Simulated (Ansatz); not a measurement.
Al2Cl6

```xyz
8

Al   -1.0169    0.1131   -1.2399
Al    1.0235   -0.1134    1.2347
Cl    0.1597    1.6197    0.0159
Cl   -0.0771   -1.6237   -0.0843
Cl    3.0793   -0.2479    0.9042
Cl   -3.0461    0.2515   -0.7738
Cl   -0.3071    0.1161   -3.2020
Cl    0.1847   -0.1154    3.1453
```

Geometry: r2SCAN-D4/def2-SVP.

The calculation used Ansatz 0.2.0, RKS PBE0-D4/def2-TZVP.

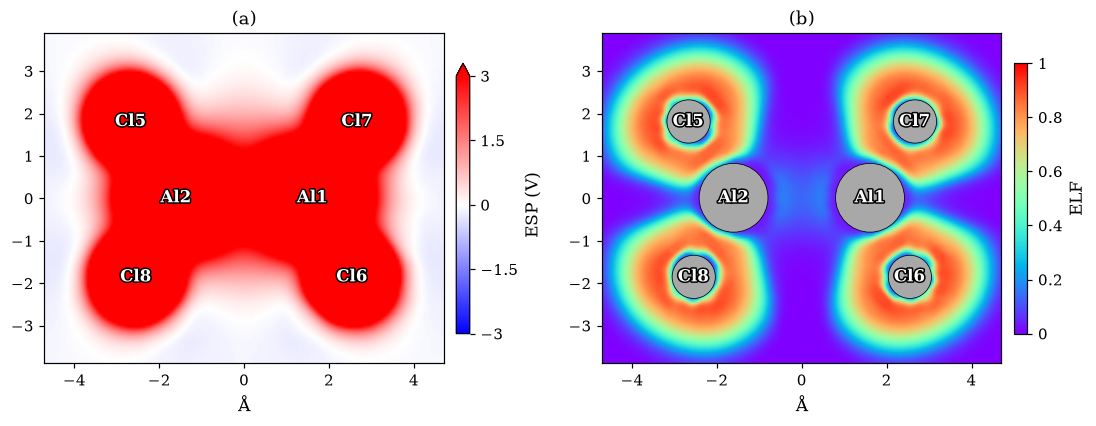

Figure 1. (a) electrostatic potential; (b) ELF on the plane of atoms Cl6, Al1 and Cl7. Grey discs cover the atomic cores in the ELF map.

Question: What do the fields say about this system?

Answer:
- The section cuts through Al and Cl sites.
- Al–Cl (2.09 Å): the ELF peaks at about 0.85 in the valence shell of Cl, 0.9 Å from its nucleus, and is about 0.80 at the midpoint.
- The ELF also peaks beside Cl8, Cl6, Cl7 and Cl5, away from the bonds: lone-pair regions.
- The potential has no marked negative region in this plane.

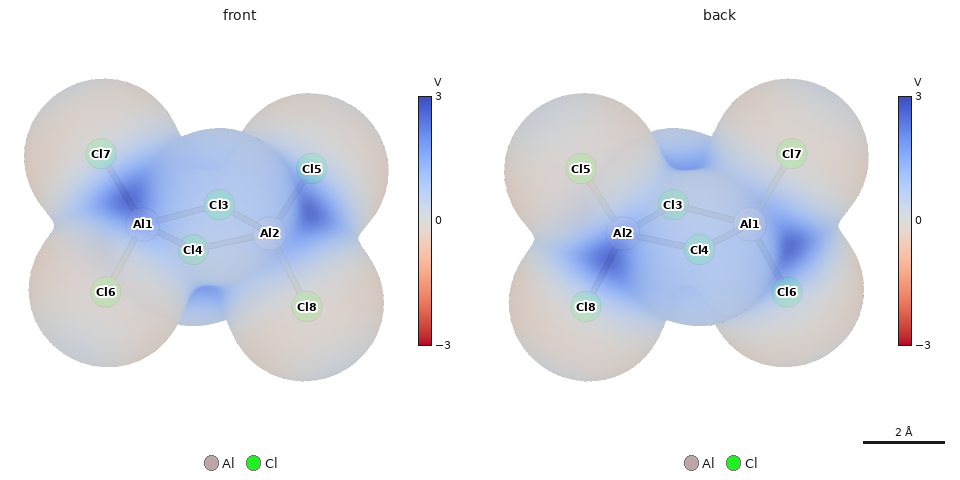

Figure 2. The electrostatic potential painted on the density surface at 0.002 e/bohr³, seen from the front and from behind; the colour scale runs from red (negative) to blue (positive).

Question: Which sites attract a positive test charge, and which a negative one?

Answer: A positive charge is drawn to the negative regions and a negative charge to the positive ones. The most negative region (about −0.2 V) lies over Cl5, Cl6, Cl7 and Cl8, the most positive (about +2.5 V) over Al1 and Al2.

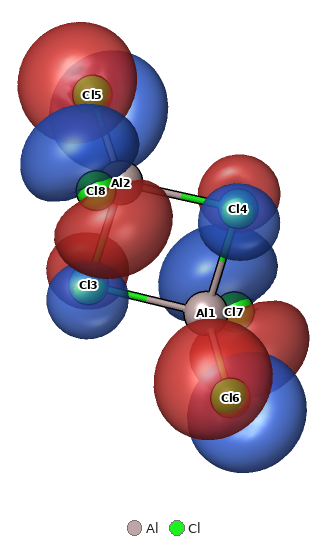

Figure 3. The HOMO at ±0.06 Å⁻³ᐟ² (red and blue are the two phases), seen at an oblique angle.

Question: What is the character of this orbital?

Answer: Its weight (Hirshfeld) is mainly on Cl5 (about 20 %), Cl7 (about 20 %), Cl6 (about 20 %) and Cl8 (about 20 %); largely a combination of lone pairs on Cl5, Cl7, Cl6 and Cl8. Its energy is −9.46 eV.

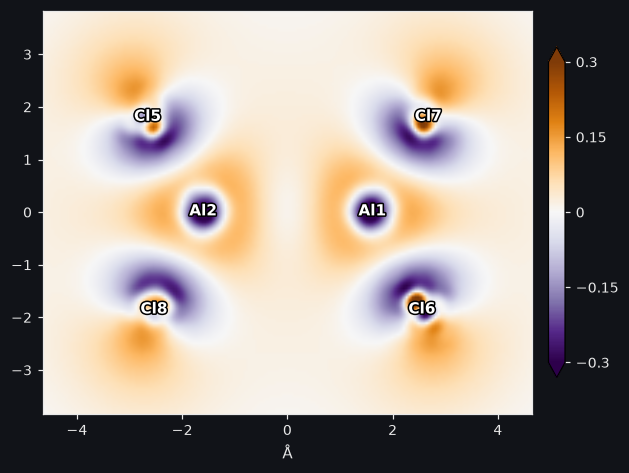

Figure 4. The LUMO on the plane of atoms Cl6, Al1 and Cl7 (values in Å⁻³ᐟ²; the overall sign is arbitrary).

Question: Describe this orbital and give its energy.

Answer: Its weight (Hirshfeld) is mainly on Al1 (about 20 %), Al2 (about 20 %), Cl3 (about 10 %), Cl4 (about 10 %), Cl5 (about 10 %) and Cl7 (about 10 %). Its energy is −1.07 eV.
